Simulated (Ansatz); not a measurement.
# Calculations on SnH3Cl

## 1. Relaxation

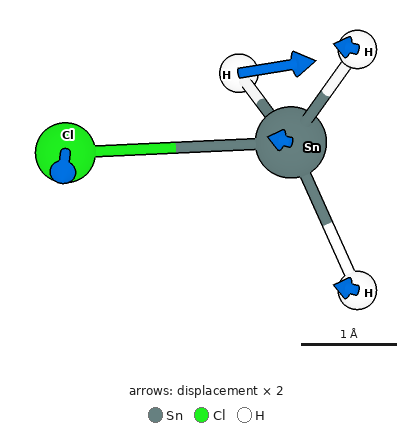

This is a relaxation of SnH$_{3}$Cl. The starting structure is drawn; blue arrows show the displacements, magnified 2 times. The two geometries are superimposed by the best rigid fit.

Style: ball-and-stick. Shown at a tilt.

The run prepares an end point of a later path (reaction) calculation, from a guessed geometry.

Theory: RKS PBE0/def2-SVP (Ansatz).

Input
```yaml
crystal:
  periodic: [false, false, false]
  atoms:
    - { symbol: Sn, position_ang: [0.208906, 0.0, -0.011589] }
    - { symbol: Cl, position_ang: [1.031913, 0.0, 2.227607] }
    - { symbol: H, position_ang: [1.909427, 0.0, -0.234581] }
    - { symbol: H, position_ang: [-0.678823, 1.418514, -0.356519] }
    - { symbol: H, position_ang: [-0.678823, -1.418514, -0.356519] }
basis:
  gaussian: { orbitals: def2-SVP }
hamiltonian:
  xc: pbe0
relax:
  f_tol: 0.03
  max_steps: 50
output:
  orbitals: {}
```

Run as
```bash
ansatz run input.yaml --threads 1 --pin off --max-ram 2048MiB --backend cpu --events-out ev --progress --plain --runs-dir out
```

### Describe the change and its energy.

The energy falls by 45.2 kJ/mol in 3 geometry steps. Largest force component: 1.1 eV/Å at the start, 0.019 eV/Å at the end. The largest move after the best rigid fit is that of H3, 0.44 Å. Largest moves by element: H 0.44 Å, Cl 0.35 Å, Sn 0.14 Å. Some distances before and after: Sn1–Cl2 2.386 → 2.360 Å, Sn1–H3 1.715 → 1.707 Å. Among the angles between lasting bonds that change: Cl2–Sn1–H3 77.3° → 106.0°, H3–Sn1–H4 119.3° → 112.4°, Cl2–Sn1–H4 111.6° → 106.6°. Cost: 16 s on 1 thread of Arm Neoverse N1, with other jobs on the host, peak memory 0.12 GiB.

## 2. Relaxation

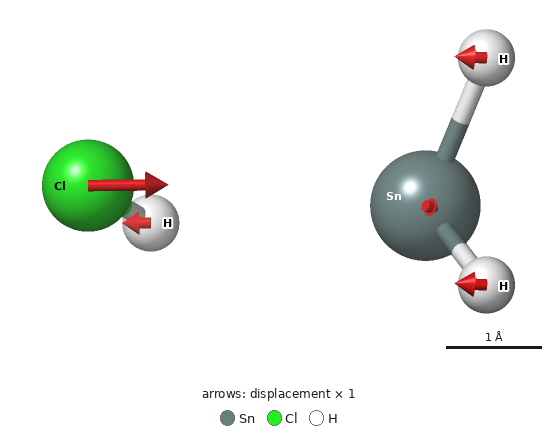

This is a relaxation of SnH₃Cl. The starting structure is drawn; red arrows show the displacements, at their true length. The two geometries are superimposed by the best rigid fit.

The picture is a ball-and-stick view, seen at a tilt.

The run prepares an end point of a later path (reaction) calculation, from a guessed geometry.

Computed with Ansatz, RKS PBE0/def2-SVP.

Input
```yaml
crystal:
  periodic: [false, false, false]
  atoms:
    - { symbol: Sn, position_ang: [-0.033333, 0.0, -0.797419] }
    - { symbol: Cl, position_ang: [1.966014, 0.0, 2.202989] }
    - { symbol: H, position_ang: [2.349193, 0.0, 0.925878] }
    - { symbol: H, position_ang: [-1.244637, 1.270731, -0.531524] }
    - { symbol: H, position_ang: [-1.244637, -1.270731, -0.531524] }
basis:
  gaussian: { orbitals: def2-SVP }
hamiltonian:
  xc: pbe0
relax:
  f_tol: 0.03
  max_steps: 50
output:
  orbitals: {}
```

Command:
```bash
ansatz run input.yaml --threads 1 --pin off --max-ram 2048MiB --backend cpu --events-out ev --progress --plain --runs-dir out
```

Q: Atoms of which element are displaced furthest, and by how much?

A: Chlorine: up to 0.85 Å, against 0.34 Å for hydrogen.

Q: What did the optimiser do to the structure, and how much energy did it gain?

A: The largest move after the best rigid fit is that of Cl2, 0.85 Å. By element the largest moves are Cl 0.85 Å, H 0.34 Å, Sn 0.18 Å. Some distances before and after: Sn1–Cl2 3.606 → 2.938 Å, Cl2–H3 1.333 → 1.289 Å. The energy falls by 0.208 eV in 7 accepted moves (8 points after the start). Largest force component: 1.2 eV/Å at the start, 0.0076 eV/Å at the end. The line search rejected the trial step at point 2 of the run. Cost: 30 s on 1 thread of Arm Neoverse N1 (shared host), peak memory 0.12 GiB.

Limits of the set-up: the start holds two separate molecules, 2.9 Å apart at their closest, whose relative position is a soft coordinate and is computed without a dispersion correction.

## 3. Path

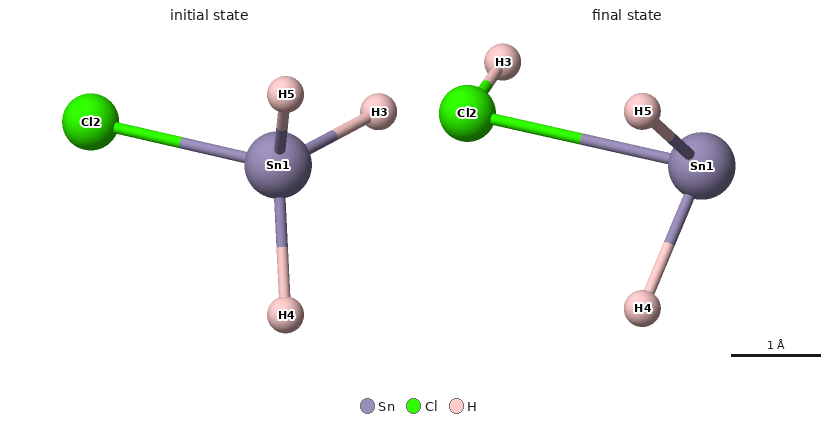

The two relaxed end points of a path for SnH$_{3}$Cl. Style: ball-and-stick. Shown from a free direction.

The calculation used RKS PBE0/def2-SVP in Ansatz 0.2.0.

Run with 7 movable images; climbing image; force threshold 0.05 eV/Å; iteration limit 60.

Start:
```xyz
5

Sn    0.3258    0.0000    0.0740
Cl    0.7280    0.0000    2.3998
H     1.8623    0.0000   -0.6697
H    -0.5618    1.4189   -0.2678
H    -0.5618   -1.4189   -0.2678
```

End:
```xyz
5

Sn   -0.1873    0.0000   -0.9205
Cl    1.5216    0.0000    1.4698
H     2.6567    0.0000    0.8585
H    -1.0992    1.2692   -0.0697
H    -1.0992   -1.2692   -0.0696
```

What barrier does the band find between them, and by what path?

Answer. Forward barrier 1.99 eV, backward barrier 0.60 eV, with image 4 at the top; the reaction energy is +1.39 eV. A hydrogen atom shifts from one atom to another. Breaking: Sn1–H3 (1.71 → 1.81 at the top → 3.35 Å). Forming: Cl2–H3 (3.27 → 1.69 at the top → 1.29 Å). The band converged in 8 iterations. The largest component of the band force went from 4 to 0.031 eV/Å. The climbing image converged on the top of the path. Its vibrational analysis gives one imaginary mode (974i cm⁻¹), as a transition state must have.

Energies of the converged images:

```csv
image,path (Å),E (eV)
0,0.00,0.000
1,0.37,0.149
2,0.75,0.666
3,1.12,1.514
4,1.49,1.986
5,1.85,1.683
6,2.20,1.519
7,2.55,1.434
8,2.91,1.391
```

The geometry at the top of the path:

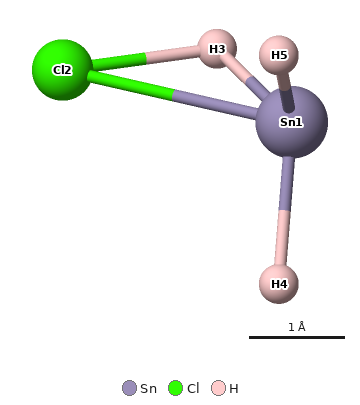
